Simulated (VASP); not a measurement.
Band structure of LiF (rock salt). These are PW91 GGA, VASP's PBE PAW potentials (set 64) (plane waves; VASP 6.6.1) values and carry that method's errors.

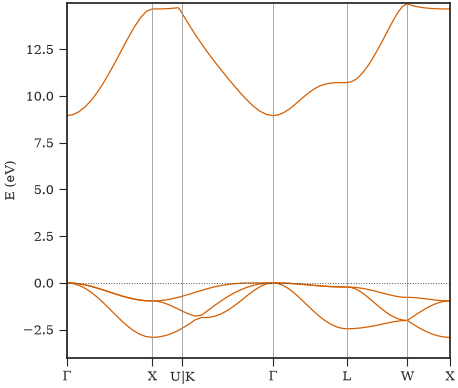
*Bands along high-symmetry lines, zero at the valence-band maximum or, without a gap, the Fermi level*

Read the plot: is there a gap, and where are the band edges?

The gap is direct, 8.95 eV, from the valence maximum at Γ to the conduction minimum at Γ. (Edges off the drawn lines would not show.)

Measured: gap 15.35 eV (computed value off by -6.40 eV), as given by Wei Chen et al., Physical Review Materials (2018), doi:10.1103/physrevmaterials.2.073803 [zero-point renormalisation of 1.15 eV added back (the table's ZPR column)].

The compound is LiF in the rock salt structure. It was relaxed first.
